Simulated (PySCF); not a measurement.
# C6H3ClN2Se: excited states, first hyperpolarisability

Aim: compute the excited states, first hyperpolarisability of C6H3ClN2Se (`Clc1cccc2[se]nnc12`).

Programs: PySCF 2.14.0, with routines of our own; each step states its level. All values are computed. Atoms count from 0.

## 1. The system as given

13 atoms, charge 0, multiplicity 1; geometry from: GFN2-xTB.

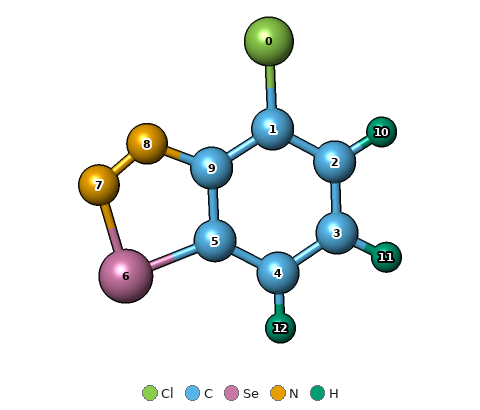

The starting geometry (chlorine green, carbon blue, selenium pink, nitrogen amber, hydrogen teal).

## 2. Optimising the geometry at PBE0-D3(BJ)/def2-SVP

The job: settings as JSON, then the geometry in Å.

```
{"job": {"xc": "PBE0", "basis": "def2-SVP", "d3": "d3bj", "grid": 2, "kind": "geom"}, "charge": 0, "multiplicity": 1}
Cl     0.000165    -2.866444     1.072441
C     -0.198201    -1.253893     0.521496
C     -1.415973    -0.613533     0.612022
C     -1.563984     0.698548     0.161669
C     -0.510461     1.399006    -0.386072
C      0.723240     0.768051    -0.485650
Se     2.353351     1.368851    -1.153550
N      2.992908    -0.323030    -0.693111
N      2.145530    -1.055305    -0.188799
C      0.893900    -0.571205    -0.030309
H     -2.258112    -1.136125     1.035604
H     -2.529886     1.172000     0.247202
H     -0.636864     2.413565    -0.730670
```

On the command line:

```bash
OMP_NUM_THREADS=1 python excited_run.py task.json out
```

The driver reads the jobs from task.json and runs them one after another.

What it wrote:

```text
step   0  E = -3200.17052900  max force = 0.028730
step   1  E = -3200.17351125  max force = 0.004339
step   2  E = -3200.17355271  max force = 0.001590
step   3  E = -3200.17355867  max force = 0.001412
step   4  E = -3200.17356343  max force = 0.000827
step   5  E = -3200.17356763  max force = 0.000355
optimisation converged
```

Wall time 92 s (1 thread of AMD EPYC 9R14, shared host); peak memory 0.91 GiB.

Step by step:

```csv
step,energy from step 0 (eV),largest force component (eV/Å)
0,0.0000,1.4774
1,-0.0812,0.2231
2,-0.0823,0.0818
3,-0.0824,0.0726
4,-0.0826,0.0425
5,-0.0827,0.0183
```

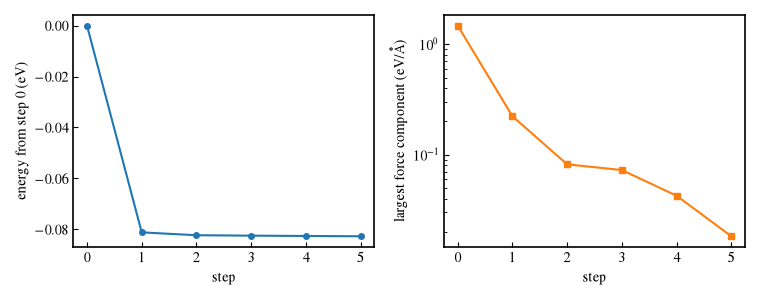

Energy and largest force along the relaxation.

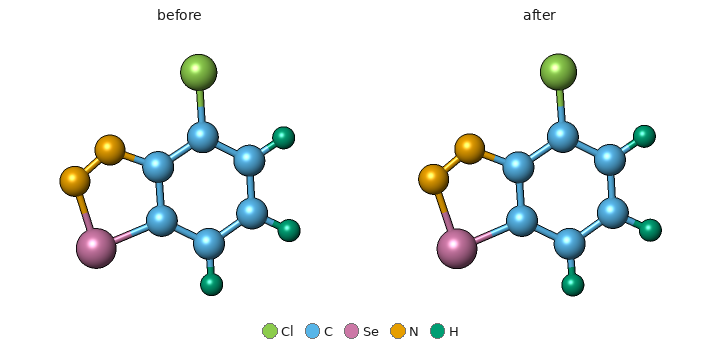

Before and after, at one scale.

Close pairs (by a distance rule), those that changed most:

```csv
bond,before (Å),after (Å),change (Å)
Se6–N7,1.866,1.944,+0.078
N8–C9,1.351,1.376,+0.025
C3–H11,1.079,1.092,+0.013
C2–H10,1.078,1.091,+0.013
C4–H12,1.079,1.091,+0.012
C5–Se6,1.861,1.850,-0.011
C4–C5,1.389,1.400,+0.011
C3–C4,1.379,1.388,+0.009
```

The final coordinates are the input of the step that follows.

```csv
at the end point,value
point group (found at 0.08 Å tolerance),Cs
"rotational constants (GHz, main isotopes)","1.683, 0.589, 0.436"
dipole moment (D),3.98
```

## 3. Excited states: TDA wB97X-D/aug-cc-pVDZ

The job: settings as JSON, then the geometry in Å.

```
{"job": {"kind": "states", "xc": "wB97X-D", "basis": "aug-cc-pVDZ", "tda": true, "soc": true, "nstates": 6, "ntriplets": 5, "nquad": 4}, "charge": 0, "multiplicity": 1}
Cl     0.062345    -3.177232     1.121290
C     -0.145412    -1.562634     0.572428
C     -1.375465    -0.932031     0.670324
C     -1.527558     0.387488     0.217244
C     -0.471968     1.098268    -0.335867
C      0.773548     0.467181    -0.437789
Se     2.387110     1.078537    -1.104580
N      3.082990    -0.675566    -0.636296
N      2.208349    -1.384591    -0.133393
C      0.942848    -0.864558     0.015227
H     -2.217645    -1.473905     1.102165
H     -2.506682     0.864169     0.304692
H     -0.614023     2.123188    -0.681162
```

Method: TDA wB97X-D/aug-cc-pVDZ excited states, vertical, gas phase, spin-orbit mean-field couplings.

What it wrote:

```text
coarse grid: 62384 points
cycle   1  E = -3201.5528214047  dE =  1.469e+00  |g| = 4.446e-01  |ddm| = 2.328e+01
cycle   2  E = -3201.5636081741  dE = -1.079e-02  |g| = 4.402e-01  |ddm| = 5.854e+00
cycle   3  E = -3201.6108284076  dE = -4.722e-02  |g| = 8.757e-02  |ddm| = 2.845e+00
cycle   4  E = -3201.6128071492  dE = -1.979e-03  |g| = 4.360e-02  |ddm| = 6.551e-01
cycle   5  E = -3201.6132777696  dE = -4.706e-04  |g| = 1.699e-02  |ddm| = 2.876e-01
cycle   6  E = -3201.6133502990  dE = -7.253e-05  |g| = 3.843e-03  |ddm| = 8.591e-02
cycle   7  E = -3201.6133588795  dE = -8.581e-06  |g| = 2.064e-03  |ddm| = 4.105e-02
final grid: 130168 points
cycle   8  E = -3201.6122825544  dE = -3.853e-06  |g| = 3.116e-03  |ddm| = 1.252e-01
cycle   9  E = -3201.6122804971  dE =  2.057e-06  |g| = 4.609e-03  |ddm| = 2.799e-02
cycle  10  E = -3201.6122856302  dE = -5.133e-06  |g| = 4.162e-04  |ddm| = 1.418e-02
cycle  11  E = -3201.6122857636  dE = -1.334e-07  |g| = 2.732e-04  |ddm| = 3.509e-03
cycle  12  E = -3201.6122858465  dE = -8.288e-08  |g| = 1.283e-04  |ddm| = 3.664e-03
cycle  13  E = -3201.6122858589  dE = -1.238e-08  |g| = 5.075e-05  |ddm| = 1.333e-03
cycle  14  E = -3201.6122858606  dE = -1.707e-09  |g| = 1.852e-05  |ddm| = 5.565e-04
cycle  15  E = -3201.6122858608  dE = -2.551e-10  |g| = 6.431e-06  |ddm| = 1.825e-04
converged SCF energy = -3201.6122858608

Singlet excitations
state   eV       nm        f     d(h-e)  d(exc)  Lambda  PR(NTO)  |dmu|/D   mu/D   main configurations
  1   3.6876   336.2   0.00120   0.601   2.784   0.514   1.015    1.548    3.179   H-1->L 0.93
  2   4.1051   302.0   0.03444   0.339   3.195   0.654   1.606    0.140    4.157   H->L 0.71, H-1->L+1 0.17
  3   4.3930   282.2   0.00077   0.644   2.985   0.425   1.019    2.047    4.772   H->L+1 0.78, H-3->L+1 0.08
  4   5.0191   247.0   0.11376   0.786   3.256   0.694   2.303    2.131    4.323   H-2->L 0.40, H-1->L+1 0.19, H->L 0.15
  5   5.3667   231.0   0.00386   0.138   3.162   0.677   2.549                     H-3->L 0.24, H->L+2 0.24, H-2->L 0.13
  6   5.7283   216.4   0.00004   1.999   3.649   0.381   1.045                     H-2->L+1 0.84

Triplet excitations (Tamm-Dancoff)
state   eV     d(h-e)  d(exc)  Lambda  PR(NTO)   main configurations
  1   2.9718   0.459   2.617   0.508   1.016   H-1->L 0.86, H-1->L+6 0.09
  2   3.3327   0.619   3.194   0.665   1.116   H->L 0.92
  3   3.6187   0.220   2.857   0.753   1.626   H-2->L 0.73, H->L+2 0.17
  4   3.9351   0.924   2.721   0.574   1.057   H-1->L+1 0.82
  5   3.9975   0.501   2.843   0.420   1.020   H->L+1 0.72, H-3->L+1 0.11
S1 - T1 = 0.7158 eV

Spin-orbit couplings |<S|Hso|T>| (cm-1)
             T1       T2       T3       T4       T5
S0      224.182   15.745   30.705  240.921  682.556
S1        4.944  321.197  108.989  185.800    3.129
S2      406.475    0.266    1.403    3.604  313.713
S3        1.351  146.070   54.766  463.245   10.413
S4      102.527    0.183    2.276    3.635  241.488
S5      189.656    1.685    5.719   33.807  123.418
S6        4.258   27.976  121.137    5.717    4.373
T1 sublevels (cm-1): 0.000 0.480 21.604   radiative rates (1/s): 3.55 213 2.28e+04
```

It took 79 s on 1 thread of AMD EPYC 9R14, shared host; peak memory 1.2 GiB.

In short:

```csv
quantity,value
S1 less T1,0.72 eV
```

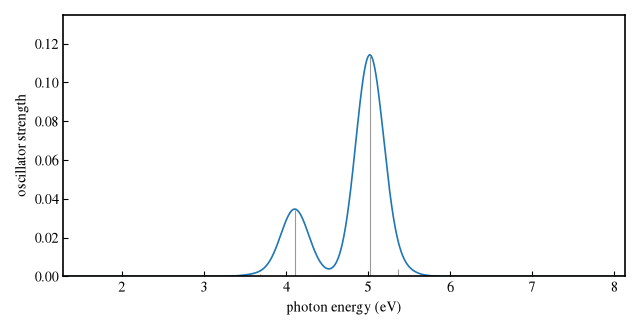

Absorption lines of the singlets. Lines are broadened to a width of 0.40 eV (Gaussian).

## 4. Excited states: TDDFT CAM-B3LYP/aug-cc-pVDZ

The job, as its differences from that of step 3:

```diff
@@ -1,2 +1,2 @@
-{"job": {"kind": "states", "xc": "wB97X-D", "basis": "aug-cc-pVDZ", "tda": true, "soc": true, "nstates": 6, "ntriplets": 5, "nquad": 4}, "charge": 0, "multiplicity": 1}
+{"job": {"kind": "states", "xc": "CAM-B3LYP", "basis": "aug-cc-pVDZ", "tpa": true, "nstates": 8, "nquad": 6, "ntriplets": 0}, "charge": 0, "multiplicity": 1}
 Cl     0.062345    -3.177232     1.121290
```

Level: TDDFT CAM-B3LYP/aug-cc-pVDZ excited states, vertical, gas phase, two-photon moments by quadratic response.

What it wrote:

```text
coarse grid: 62384 points
cycle   1  E = -3201.5856726449  dE =  1.405e+00  |g| = 4.216e-01  |ddm| = 2.718e+01
cycle   2  E = -3201.5835166803  dE =  2.156e-03  |g| = 4.606e-01  |ddm| = 5.762e+00
cycle   3  E = -3201.6350694917  dE = -5.155e-02  |g| = 1.029e-01  |ddm| = 3.004e+00
cycle   4  E = -3201.6377166736  dE = -2.647e-03  |g| = 4.954e-02  |ddm| = 7.179e-01
cycle   5  E = -3201.6383424265  dE = -6.258e-04  |g| = 1.817e-02  |ddm| = 2.909e-01
cycle   6  E = -3201.6384235230  dE = -8.110e-05  |g| = 3.681e-03  |ddm| = 9.767e-02
cycle   7  E = -3201.6384301555  dE = -6.633e-06  |g| = 1.730e-03  |ddm| = 3.379e-02
final grid: 130168 points
cycle   8  E = -3201.6384131281  dE = -7.792e-07  |g| = 2.425e-03  |ddm| = 2.853e-02
cycle   9  E = -3201.6384108740  dE =  2.254e-06  |g| = 4.198e-03  |ddm| = 2.251e-02
cycle  10  E = -3201.6384147901  dE = -3.916e-06  |g| = 2.970e-04  |ddm| = 1.161e-02
cycle  11  E = -3201.6384148469  dE = -5.679e-08  |g| = 1.667e-04  |ddm| = 2.571e-03
cycle  12  E = -3201.6384148829  dE = -3.596e-08  |g| = 9.308e-05  |ddm| = 3.246e-03
cycle  13  E = -3201.6384148860  dE = -3.102e-09  |g| = 1.654e-05  |ddm| = 5.586e-04
cycle  14  E = -3201.6384148861  dE = -1.255e-10  |g| = 7.573e-06  |ddm| = 1.252e-04
converged SCF energy = -3201.6384148861

Singlet excitations
state   eV       nm        f     d(h-e)  d(exc)  Lambda  PR(NTO)  |dmu|/D   mu/D   delta(TPA)   sigma/GM   main configurations
  1   3.5697   347.3   0.00074   0.612   2.797   0.512   1.017    1.530    3.184        0.27      0.001   H-1->L 0.92
  2   4.0235   308.2   0.03129   0.350   3.213   0.651   1.583    0.189    4.283       10.32      0.061   H->L 0.77, H-1->L+1 0.13
  3   4.3053   288.0   0.00059   0.679   3.040   0.426   1.044    2.057    4.790        0.98      0.007   H->L+1 0.79
  4   4.8736   254.4   0.10317   0.696   3.238   0.699   2.321    1.984    4.391      207.26      1.804   H-2->L 0.47, H-1->L+1 0.19, H->L 0.13
  5   5.2523   236.1   0.00892   0.135   3.150   0.661   3.022    0.382    3.991       73.74      0.745   H-1->L+1 0.23, H->L+2 0.21, H-3->L 0.20
  6   5.6262   220.4   0.00003   2.082   3.731   0.382   1.040    5.323    7.156        1.99      0.023   H-2->L+1 0.85
  7   5.6502   219.4   0.36014   0.540   3.587   0.707   2.245                                            H->L+2 0.57, H-2->L 0.28
  8   5.7459   215.8   0.00044   2.440   3.813   0.212   1.024                                            H-1->L+2 0.96
```

Wall time 97 s (1 thread of AMD EPYC 9R14, shared host); peak memory 1.2 GiB.

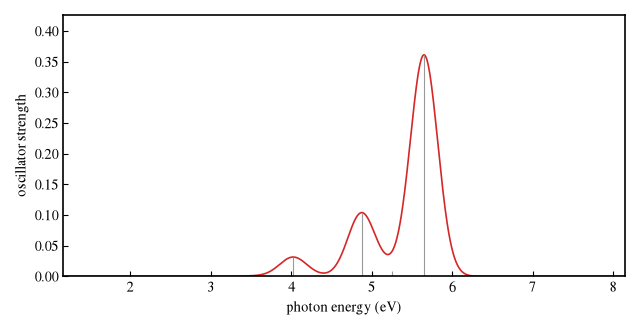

Absorption lines of the singlets. Lines are broadened to a width of 0.40 eV (Gaussian).

## 5. First hyperpolarisability: quadratic response CAM-B3LYP/aug-cc-pVDZ

The job, as its differences from that of step 4:

```diff
@@ -1,2 +1,2 @@
-{"job": {"kind": "states", "xc": "CAM-B3LYP", "basis": "aug-cc-pVDZ", "tpa": true, "nstates": 8, "nquad": 6, "ntriplets": 0}, "charge": 0, "multiplicity": 1}
+{"job": {"kind": "beta", "xc": "CAM-B3LYP", "basis": "aug-cc-pVDZ"}, "charge": 0, "multiplicity": 1}
 Cl     0.062345    -3.177232     1.121290
```

Method: quadratic response CAM-B3LYP/aug-cc-pVDZ first hyperpolarisability, Taylor convention, gas phase.

What it wrote:

```text
coarse grid: 62384 points
cycle   1  E = -3201.5856726449  dE =  1.405e+00  |g| = 4.216e-01  |ddm| = 2.718e+01
cycle   2  E = -3201.5835166803  dE =  2.156e-03  |g| = 4.606e-01  |ddm| = 5.762e+00
cycle   3  E = -3201.6350694917  dE = -5.155e-02  |g| = 1.029e-01  |ddm| = 3.004e+00
cycle   4  E = -3201.6377166736  dE = -2.647e-03  |g| = 4.954e-02  |ddm| = 7.179e-01
cycle   5  E = -3201.6383424265  dE = -6.258e-04  |g| = 1.817e-02  |ddm| = 2.909e-01
cycle   6  E = -3201.6384235230  dE = -8.110e-05  |g| = 3.681e-03  |ddm| = 9.767e-02
cycle   7  E = -3201.6384301555  dE = -6.633e-06  |g| = 1.730e-03  |ddm| = 3.379e-02
final grid: 130168 points
cycle   8  E = -3201.6384131281  dE = -7.792e-07  |g| = 2.425e-03  |ddm| = 2.853e-02
cycle   9  E = -3201.6384108740  dE =  2.254e-06  |g| = 4.198e-03  |ddm| = 2.251e-02
cycle  10  E = -3201.6384147901  dE = -3.916e-06  |g| = 2.970e-04  |ddm| = 1.161e-02
cycle  11  E = -3201.6384148469  dE = -5.679e-08  |g| = 1.667e-04  |ddm| = 2.571e-03
cycle  12  E = -3201.6384148829  dE = -3.596e-08  |g| = 9.308e-05  |ddm| = 3.246e-03
cycle  13  E = -3201.6384148860  dE = -3.106e-09  |g| = 1.654e-05  |ddm| = 5.586e-04
cycle  14  E = -3201.6384148861  dE = -1.241e-10  |g| = 7.573e-06  |ddm| = 1.252e-04
converged SCF energy = -3201.6384148861

Lowest singlets (eV, f): 3.5697 0.0007  4.0235 0.0313  4.3053 0.0006

First hyperpolarisability (au)
process     nm      |vector|   parallel      HRS      DR
static         -      460.47    -125.82     175.87   6.949
shg       1907.0      493.28    -131.02     188.01    6.98
eope      1907.0      470.93    -127.54          -       -
shg       1064.0      584.81    -142.53     221.62    7.06
eope      1064.0      495.77    -131.39          -       -
```

Run time: 73 s. Hardware: 1 thread of AMD EPYC 9R14, shared host; peak memory 1.3 GiB.

## 6. Summary of results

| quantity | value |
| --- | --- |
| point group | Cs |
| rotational constants (main isotopes) | 1.68, 0.59, 0.44 GHz |
| S1 less T1 (step 3, TDA wB97X-D/aug-cc-pVDZ) | 0.72 eV |
| β vector (step 5, quadratic response CAM-B3LYP/aug-cc-pVDZ) | static 460, SHG 1907.0 nm 493, SHG 1064.0 nm 585 au |

What this shows: Over 5 steps the energy fell by 0.083 eV; of the close pairs, Se6–N7 changed most, 1.866 to 1.944 Å. Scalar relativity is left out for the heavy atoms. In step 3, the number of triplets below S1 is 3, and the largest singlet-triplet spin-orbit coupling is S0–T5, 682.56 cm⁻¹. Steps that list no spin-orbit terms leave them out, which matters at and beside the heavy atoms. β grows from 460 au (static) to 585 au for doubling at 1064.0 nm: normal dispersion, which grows as twice the photon energy moves toward the bright states.
